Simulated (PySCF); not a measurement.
# C₄H₁₂OSi: one change and its effect

System: C₄H₁₂OSi, SMILES CO[Si](C)(C)C.
Method of run 1: GIAO PBE0/cc-pVDZ NMR shielding, non-relativistic, gas phase (PySCF 2.14.0).

The geometry comes from this level: PBE0-D3(BJ)/def2-SVP. Text and figures count atoms from 1; the logs count them from 0 in places.

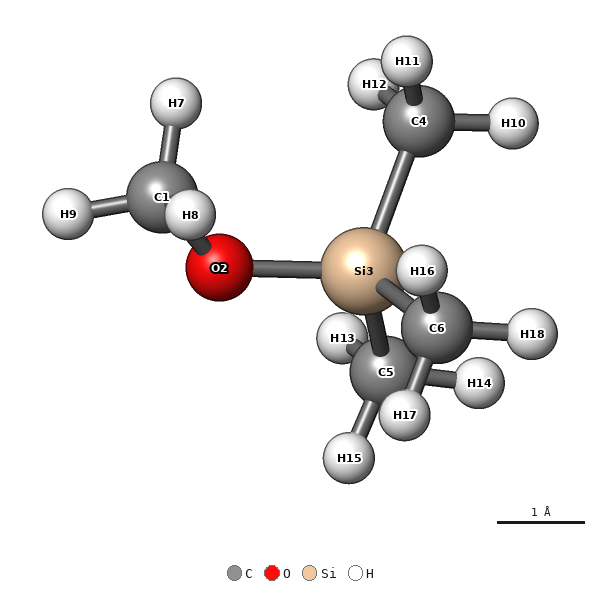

Fig. 1: The structure (ball-and-stick view, seen at a tilt; atoms are numbered from 1 in the order of the input). Bond lengths as drawn: C–H 1.10 to 1.11 Å, C–O 1.39 Å, C–Si 1.87 to 1.88 Å and O–Si 1.68 Å.

**The input, run 1**
```
{"job": {"kind": "nmr", "xc": "PBE0", "basis": "cc-pVDZ", "pop": true}, "charge": 0, "multiplicity": 1}
C      2.342803    -0.211837     0.469991
O      1.048871    -0.407344     0.948693
Si    -0.356222    -0.042912     0.107201
C     -0.342014     1.763788    -0.404885
C     -1.741184    -0.396934     1.307738
C     -0.482227    -1.134225    -1.415515
H      2.559300     0.853242     0.259914
H      2.543106    -0.782247    -0.457624
H      3.064185    -0.552810     1.229795
H     -1.291056     2.035659    -0.894559
H      0.469903     1.980026    -1.117427
H     -0.211798     2.422114     0.468481
H     -1.657158     0.243945     2.198970
H     -2.725461    -0.218208     0.847282
H     -1.704043    -1.445450     1.641604
H      0.353637    -0.958176    -2.111331
H     -0.471557    -2.199597    -1.136553
H     -1.416614    -0.936415    -1.965065
```

The first line tells a small driver script what to run in PySCF; the rest is the geometry in Å.

Hardware: 1 CPU thread, shared host.

**Output (run 1)**
```
coarse grid: 14496 points
cycle   1  E = -523.8940503922  dE =  3.333e-01  |g| = 7.477e-01  |ddm| = 7.251e+00
cycle   2  E = -523.7903710697  dE =  1.037e-01  |g| = 1.045e+00  |ddm| = 2.655e+00
cycle   3  E = -524.0127686953  dE = -2.224e-01  |g| = 1.397e-01  |ddm| = 1.509e+00
cycle   4  E = -524.0168449554  dE = -4.076e-03  |g| = 2.710e-02  |ddm| = 2.362e-01
cycle   5  E = -524.0170279719  dE = -1.830e-04  |g| = 3.534e-03  |ddm| = 4.972e-02
cycle   6  E = -524.0170307805  dE = -2.809e-06  |g| = 1.090e-03  |ddm| = 1.013e-02
final grid: 132432 points
cycle   7  E = -524.0269908513  dE = -1.587e-05  |g| = 1.019e-02  |ddm| = 5.415e-02
cycle   8  E = -524.0269763678  dE =  1.448e-05  |g| = 1.328e-02  |ddm| = 3.558e-02
cycle   9  E = -524.0270149877  dE = -3.862e-05  |g| = 1.642e-03  |ddm| = 1.950e-02
cycle  10  E = -524.0270155532  dE = -5.655e-07  |g| = 5.848e-05  |ddm| = 2.394e-03
cycle  11  E = -524.0270155540  dE = -8.071e-10  |g| = 2.809e-05  |ddm| = 1.757e-04
converged SCF energy = -524.0270155540

GIAO shielding tensors (ppm)
atom      isotropic    diamagn.    paramagn.     s11        s22        s33       span
  0 C      148.191     242.585     -94.393    123.282    126.133    195.159     71.877
  1 O      323.850     391.673     -67.823    273.291    347.601    350.657     77.366
  2 Si     400.403     887.926    -487.523    377.917    392.089    431.203     53.286
  3 C      198.512     248.059     -49.547    191.710    197.737    206.089     14.379
  4 C      196.700     246.580     -49.879    189.435    197.725    202.941     13.505
  5 C      198.680     247.985     -49.306    190.978    198.096    206.964     15.986
  6 H       27.942      30.593      -2.652     23.327     26.287     34.212     10.885
  7 H       27.931      30.633      -2.701     23.349     26.171     34.274     10.925
  8 H       27.741      28.277      -0.536     23.394     25.291     34.539     11.144
  9 H       31.546      30.770       0.776     27.953     28.951     37.735      9.782
 10 H       30.962      31.675      -0.713     27.115     28.988     36.783      9.668
 11 H       31.300      30.862       0.438     27.670     28.240     37.989     10.319
 12 H       31.101      30.039       1.063     27.178     28.605     37.521     10.342
 13 H       31.540      29.888       1.652     27.772     28.884     37.965     10.192
 14 H       31.079      29.988       1.091     27.196     28.562     37.478     10.282
 15 H       30.946      31.589      -0.643     26.970     29.049     36.821      9.851
 16 H       31.342      30.729       0.613     27.614     28.360     38.053     10.439
 17 H       31.577      30.732       0.845     27.906     29.013     37.810      9.904
```

Run 2 used a changed input.

**The two runs side by side**

```csv
quantity,run 1,run 2
outcome,converged,converged
total energy (hartree),−524.027016,−523.155720
HOMO (eV),−7.34,−7.42
LUMO (eV),1.53,1.68
dipole moment (D),1.05,1.47
shielding of C1 (ppm),148.2,139.9
shielding of O2 (ppm),323.8,345.7
shielding of Si3 (ppm),400.4,319.9
shielding of C4 (ppm),198.5,196.0
shielding of C5 (ppm),196.7,192.6
shielding of C6 (ppm),198.7,196.2
shielding of H16 (ppm),30.9,32.6
SCF iterations,11,11
basis functions,148,82
wall time (shared host),14 s,5.8 s
```

What was changed in the input?

The change (lines with − go, lines with + come):
```diff
-"basis": "cc-pVDZ"
+"basis": "pcSseg-0"
```

The total energy of run 2 is 546.7 kcal/mol higher, which measures the change of basis and not a stability. The HOMO goes from −7.34 to −7.42 eV. The LUMO goes from 1.53 to 1.68 eV. The dipole moment goes from 1.05 to 1.47 D. Of all shieldings, the largest change is that of Si3, by −80.5 ppm. The number of SCF iterations is the same. The basis functions go from 148 to 82.

**Output (run 2)**
```
coarse grid: 14496 points
cycle   1  E = -523.0616396002  dE =  2.191e-01  |g| = 6.902e-01  |ddm| = 3.953e+00
cycle   2  E = -522.9793473934  dE =  8.229e-02  |g| = 9.618e-01  |ddm| = 2.419e+00
cycle   3  E = -523.1577046596  dE = -1.784e-01  |g| = 1.113e-01  |ddm| = 1.607e+00
cycle   4  E = -523.1602569772  dE = -2.552e-03  |g| = 2.387e-02  |ddm| = 1.491e-01
cycle   5  E = -523.1603944640  dE = -1.375e-04  |g| = 2.154e-03  |ddm| = 2.573e-02
cycle   6  E = -523.1603956074  dE = -1.143e-06  |g| = 5.964e-04  |ddm| = 4.074e-03
final grid: 132432 points
cycle   7  E = -523.1557106935  dE = -1.798e-05  |g| = 6.049e-03  |ddm| = 2.183e-02
cycle   8  E = -523.1557073286  dE =  3.365e-06  |g| = 7.358e-03  |ddm| = 1.293e-02
cycle   9  E = -523.1557194406  dE = -1.211e-05  |g| = 8.481e-04  |ddm| = 7.588e-03
cycle  10  E = -523.1557195780  dE = -1.374e-07  |g| = 5.332e-05  |ddm| = 1.178e-03
cycle  11  E = -523.1557195786  dE = -6.587e-10  |g| = 2.436e-05  |ddm| = 1.278e-04
converged SCF energy = -523.1557195786

GIAO shielding tensors (ppm)
atom      isotropic    diamagn.    paramagn.     s11        s22        s33       span
  0 C      139.902     242.645    -102.742    112.976    117.355    189.376     76.400
  1 O      345.669     404.174     -58.506    271.613    370.743    394.649    123.036
  2 Si     319.854     876.893    -557.039    294.168    306.414    358.979     64.810
  3 C      196.033     262.885     -66.852    188.541    194.945    204.613     16.072
  4 C      192.583     262.148     -69.565    184.796    193.392    199.560     14.764
  5 C      196.151     262.977     -66.827    187.722    195.183    205.547     17.824
  6 H       29.289      28.652       0.637     24.358     27.577     35.931     11.574
  7 H       29.301      28.666       0.635     24.363     27.537     36.004     11.641
  8 H       28.643      27.571       1.072     23.593     26.106     36.230     12.636
  9 H       32.986      32.380       0.606     28.944     30.374     39.640     10.695
 10 H       32.627      32.622       0.005     28.352     30.816     38.712     10.360
 11 H       32.897      32.342       0.555     28.830     29.760     40.102     11.272
 12 H       32.541      32.095       0.446     28.182     30.107     39.333     11.151
 13 H       33.041      32.137       0.904     28.881     30.396     39.845     10.964
 14 H       32.508      32.071       0.437     28.206     30.045     39.274     11.068
 15 H       32.615      32.605       0.010     28.232     30.865     38.749     10.516
 16 H       32.928      32.352       0.576     28.799     29.851     40.135     11.336
 17 H       33.017      32.392       0.625     28.896     30.447     39.707     10.811
```
